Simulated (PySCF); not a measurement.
SMILES C[CH2][Cd][F] at its PBE0/def2-SVP optimised geometry (Å):

```
9

Cd     0.9515     0.5242     0.0000
F      2.8906     0.5242     0.0000
C     -1.1474     0.5189     0.0001
C     -1.7892    -0.5089     0.9251
H     -1.4578     0.3586    -1.0449
H     -1.4631     1.5410     0.2638
H     -1.4996    -0.3633     1.9776
H     -1.5163    -1.5410     0.6548
H     -2.8906    -0.4474     0.8844
```

Level of theory: PBE0/def2-TZVP, def2 effective core potentials past Kr (PySCF). The core electrons that the potentials of Cd replace are not part of the density. Cells within 0.4 Å of a nucleus heavier than hydrogen are left out (blank, or x).

Map of the deformation density (molecule minus spherical neutral atoms) (e/bohr³) on the plane z = 1.2 Å:

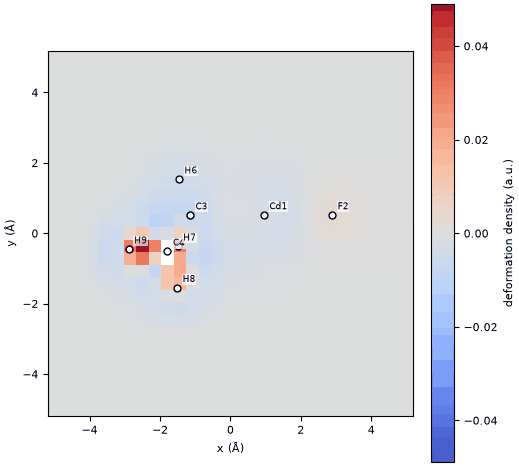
Deformation density (molecule minus spherical neutral atoms) (e/bohr³) on the plane z = 1.2 Å.
